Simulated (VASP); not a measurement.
Band structure of Si$_{2}$W (space group I4/mmm). Level of theory: PBE GGA, VASP's PBE PAW potentials (set 64) (plane waves; VASP 6.6.1).

Unless said otherwise, spin-orbit coupling is left out, though it shifts the bands of the heavy elements here.

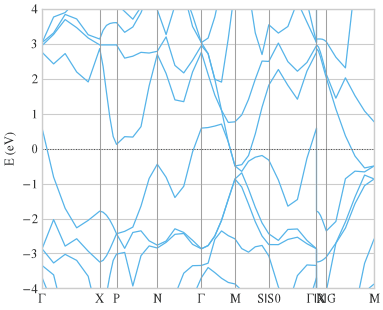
Bands along high-symmetry lines, zero at the valence-band maximum or, without a gap, the Fermi level

Problem. Read the plot: is there a gap, and where are the band edges?

Solution. It has no gap at this level: it comes out as a metal or semimetal.

The structure comes from a computed database's Si2W entry (I4/mmm); how it stands against other phases isn't given here. The cell was not relaxed at this level.
